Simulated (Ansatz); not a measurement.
The reference is MgS in the rock salt structure (space group Fm-3m, No. 225; a = 5.1292 Å). Axes: x, y, z lie along the cube axes.

Modification: uniaxial strain ε_zz = +1.50 %, all other strain components held at zero, atoms relaxed at fixed cell.

All numbers come from LDA/PAW in Ansatz (a quantum-chemistry and plane-wave program), spin-orbit coupling left out.

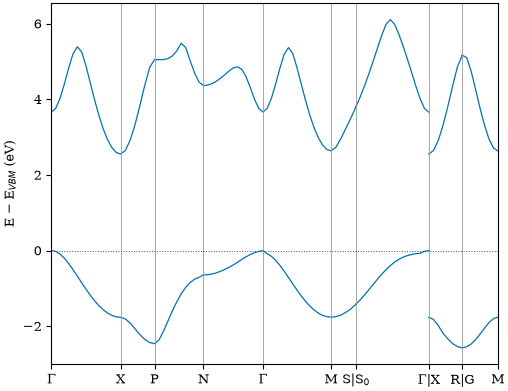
Highest valence and lowest conduction band along the path of the changed cell's own zone

Problem. Read the changed gap and its character from the plot.

Solution. About 2.5 eV, indirect, Γ → X.

Stability against distortions was not tested. k-point labels follow each cell's own Brillouin zone.
